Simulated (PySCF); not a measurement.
**CCSD(T)/STO-6G run of CH2ClF (SMILES FCCl)**

What is the vertical ionisation energy of CH2ClF at CCSD(T)/STO-6G? The job is set up through a Python script.

The calculation is run with PySCF 2.14.0.

5 further runs of the same task are left out: 5 set aside as unsound or not needed.

## 1. The molecule

CH2ClF has 5 atoms, charge 0, and is taken as a singlet. SMILES: `FCCl`. The shape is that of a PBE0-D4/def2-TZVP optimisation.

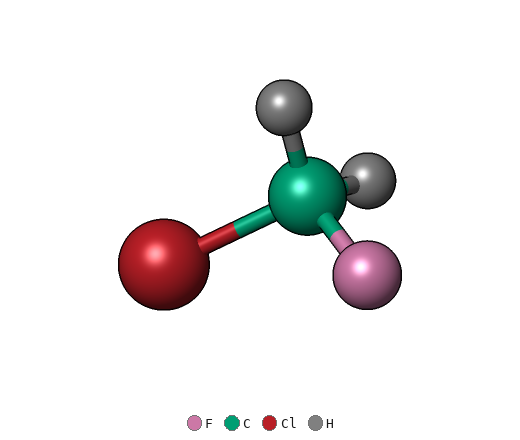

Viewed from a chosen angle; fluorine pink, carbon teal, chlorine red, hydrogen grey.

## 2. The energy at CCSD(T)/STO-6G

Contents of job.py:

```python
from pyscf import gto, scf, cc

mol = gto.M(
    atom='''
F     -1.833885     1.059229     1.448475
C      0.157906     0.168790     0.109736
Cl    -0.799297    -2.329824    -1.886060
H      1.572498    -0.571831     1.408942
H      0.902760     1.673674    -1.081075
''',
    unit='bohr',
    verbose=3,
    basis='sto-6g',
    max_memory=1860,
)

mf = scf.RHF(mol)
mf.conv_tol = 1e-10
mf.kernel()
if not mf.converged:
    mf = mf.newton().run(mf.mo_coeff, mf.mo_occ)

mycc = cc.CCSD(mf, frozen=7)
mycc.kernel()
e_t = mycc.ccsd_t()
e_tot = mycc.e_tot + e_t
print('Final energy', e_tot)
```

Command:

```
$ OMP_NUM_THREADS=1 python job.py
```

Log:

```text
converged SCF energy = -595.878362076287
E(CCSD) = -595.9798622655662  E_corr = -0.1015001892793865
CCSD(T) correction = -0.00158714412146158
Final energy -595.9814494096877
```

It took 0.8 s on 1 thread of Arm Neoverse V2, shared host; peak memory 0.1 GiB.

## 3. The doublet cation at the same level

Contents of calc.py:

```python
from pyscf import gto, scf, cc

mol = gto.M(
    atom='''
F     -0.970450     0.560520     0.766500
C      0.083560     0.089320     0.058070
Cl    -0.422970    -1.232890    -0.998060
H      0.832130    -0.302600     0.745580
H      0.477720     0.885670    -0.572080
''',
    verbose=3,
    max_memory=1860,
    basis='sto-6g',
    spin=1,
    charge=1,
)

myscf = scf.UHF(mol)
myscf.conv_tol = 1e-10
myscf.kernel()
if not myscf.converged:
    myscf = myscf.newton().run(myscf.mo_coeff, myscf.mo_occ)

mycc = cc.CCSD(myscf, frozen=7)
mycc.kernel()
e_t = mycc.ccsd_t()
e_final = mycc.e_tot + e_t
print('E = %.10f Eh' % e_final)
```

Command:

```
$ OMP_NUM_THREADS=1 python calc.py
```

Log:

```text
converged SCF energy = -595.509340982674  <S^2> = 0.75295626  2S+1 = 2.0029541
E(UCCSD) = -595.6185494465658  E_corr = -0.1092084638917679
UCCSD(T) correction = -0.0044265156155883
E = -595.6229759622 Eh
```

Wall time 0.92 s (1 thread of Arm Neoverse V2, shared host); peak memory 0.1 GiB.

## 4. What came out

Level: CCSD(T)/STO-6G, 7 core orbitals frozen.

```
                                                                  quantity          value
                                              singlet CH2ClF: total energy  -595.98145 Eh
                      singlet CH2ClF: dipole moment (Hartree–Fock density)         2.09 D
                       singlet CH2ClF: HOMO energy (Hartree–Fock orbitals)      -10.77 eV
                       singlet CH2ClF: LUMO energy (Hartree–Fock orbitals)        9.66 eV
                     singlet CH2ClF: HOMO–LUMO gap (Hartree–Fock orbitals)       20.43 eV
               singlet CH2ClF: correlation energy (7 core orbitals frozen)     -103.1 mEh
                                            singlet CH2ClF: (T) correction      -1.59 mEh
                                             singlet CH2ClF: T1 diagnostic          0.007
                                              doublet cation: total energy  -595.62298 Eh
doublet cation: HOMO energy (Hartree–Fock orbitals) (highest over α and β)      -20.15 eV
 doublet cation: LUMO energy (Hartree–Fock orbitals) (lowest over α and β)       -9.22 eV
               doublet cation: correlation energy (7 core orbitals frozen)     -113.6 mEh
                                            doublet cation: (T) correction      -4.43 mEh
                         doublet cation: ⟨S²⟩ of the reference determinant          0.753
                                             doublet cation: T1 diagnostic          0.049
                        vertical ionisation energy (to the doublet cation)       9.755 eV
```

**Reading.** Removing an electron at fixed nuclei costs 9.75 eV (225 kcal/mol). In a minimal basis such a difference can be off by several eV, whatever the method. Mulliken charges (singlet CH2ClF) of the mean-field density run from -0.15 on Cl3 to +0.11 on H4; they depend strongly on the basis. The triples (singlet CH2ClF) make up 1.5 % of the correlation energy. The T1 diagnostic (doublet cation) of 0.049 is above the customary mark for such species, so a single reference may not serve. Mulliken charges (doublet cation) of the mean-field density run from -0.04 on F1 to +0.53 on Cl3.
